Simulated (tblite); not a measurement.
Relaxed scan, with input and output: C$_{2}$H$_{11}$N$_{4}$Ta

- system: C$_{2}$H$_{11}$N$_{4}$Ta (Ta(NEt)(NH2)3)
- method: GFN2-xTB relaxed scan under a harmonic restraint, gas phase (tblite 0.8.0)

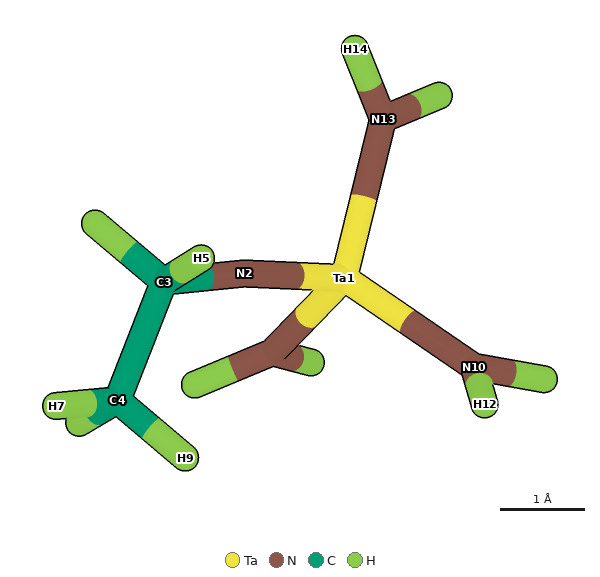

The structure (stick view, seen at a tilt; atoms are numbered from 1 in the order of the input). Sticks mark near contacts. Bond lengths as drawn: C–C 1.54 Å, C–H 1.09 to 1.10 Å, C–N 1.41 Å, H–N 1.01 to 1.02 Å and N–Ta 1.79 to 2.01 Å.

Key numbers:

| quantity | value |
| --- | --- |
| outcome | converged |
| hardware | 1 CPU thread, shared host |
| wall time | 3.3 s |
| peak memory | 0.18 GiB |

Input:
```
{"job": {"xc": "GFN2-xTB", "basis": "xTB", "coordinate": [["t", [1, 0, 12, 13], 0.16666666666666666], ["t", [1, 0, 12, 14], 0.16666666666666666], ["t", [9, 0, 12, 13], 0.16666666666666666], ["t", [9, 0, 12, 14], 0.16666666666666666], ["t", [15, 0, 12, 13], 0.16666666666666666], ["t", [15, 0, 12, 14], 0.16666666666666666]], "kind": "drive"}, "charge": 0, "multiplicity": 1}
Ta    -0.090265     0.326702    -1.153980
N     -0.148846     0.386024     0.635167
C     -0.143261     0.299387     2.039999
C      0.314609    -1.090780     2.507405
H      0.532970     1.061377     2.459118
H     -1.153189     0.497474     2.432824
H      0.324894    -1.147093     3.592899
H     -0.361965    -1.843376     2.111527
H      1.312288    -1.287012     2.123767
N      1.846746     0.273569    -1.670720
H      2.164024     0.276640    -2.636027
H      2.672304     0.264989    -1.084405
N     -1.013090     1.996004    -1.767754
H     -1.430797     2.740638    -1.223681
H     -1.129552     2.236765    -2.747826
N     -1.043166    -1.337895    -1.737062
H     -1.480865    -2.061490    -1.180155
H     -1.181588    -1.585615    -2.712733
```

The first line tells a small driver script what to run in tblite; the rest is the geometry in Å.

Launch command:
```bash
OMP_NUM_THREADS=1 python <driver script> task.json out
```

What the program printed:
```
point  coordinate     E/eV
  0     45.100     -637.81956
  1     60.100     -637.79619
  2     75.100     -637.76914
  3     90.200     -637.75695
  4    105.300     -637.74868
  5    120.300     -637.74568
  6    135.300     -637.74679
  7    150.500     -637.75740
  8    165.400     -637.77164
  9    180.500     -637.79261
 10    195.500     -637.81897
 11    210.300     -637.82644
```
